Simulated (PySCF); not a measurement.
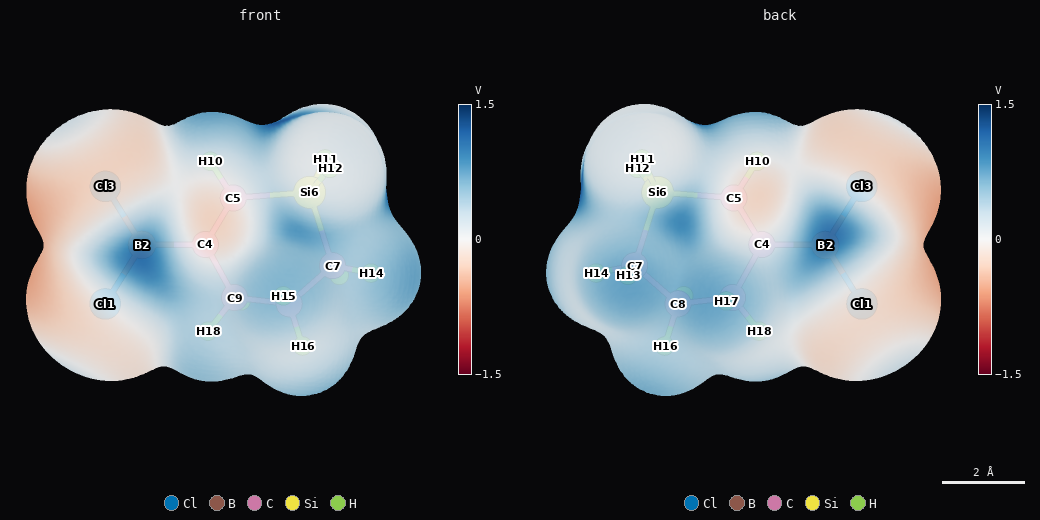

Figure 1: C$_{5}$H$_{9}$BCl$_{2}$Si (SMILES ClB(Cl)C1=C[SiH2]CCC1). The molecular electrostatic potential painted on the density surface at 0.002 e/bohr³, seen from the front and from behind; red is negative and blue positive.

Geometry: GFN2-xTB.

Theory: PBE0/pcSseg-1, SCF density, gas phase, non-relativistic (PySCF 2.14.0).

```yaml
atoms:
  - { symbol: Cl, position_ang: [3.4964, -1.6276, 0.3255] }
  - { symbol: B, position_ang: [2.7468, -0.0797, 0.1852] }
  - { symbol: Cl, position_ang: [3.7905, 1.2909, 0.1013] }
  - { symbol: C, position_ang: [1.1953, 0.0782, 0.1428] }
  - { symbol: C, position_ang: [0.6286, 1.2962, 0.0598] }
  - { symbol: Si, position_ang: [-1.2266, 1.6041, 0.0465] }
  - { symbol: C, position_ang: [-1.9663, -0.1452, 0.0097] }
  - { symbol: C, position_ang: [-0.9500, -1.1170, -0.5841] }
  - { symbol: C, position_ang: [0.3461, -1.1710, 0.2231] }
  - { symbol: H, position_ang: [1.2878, 2.1532, 0.0019] }
  - { symbol: H, position_ang: [-1.6170, 2.3318, 1.2589] }
  - { symbol: H, position_ang: [-1.5792, 2.3694, -1.1555] }
  - { symbol: H, position_ang: [-2.2261, -0.4763, 1.0166] }
  - { symbol: H, position_ang: [-2.8861, -0.1792, -0.5747] }
  - { symbol: H, position_ang: [-0.7159, -0.8239, -1.6101] }
  - { symbol: H, position_ang: [-1.3770, -2.1231, -0.6162] }
  - { symbol: H, position_ang: [0.1039, -1.3528, 1.2750] }
  - { symbol: H, position_ang: [0.9401, -2.0215, -0.1171] }
```

Q: Describe the electrostatic potential map.

A: The most negative region (about −0.5 V) lies over Cl1 and Cl3, the most positive (about +1.2 V) over Si6. Cl1 shows a σ-hole: about +0.2 V at the tip opposite its bond, against about −0.2 V on its flanks.
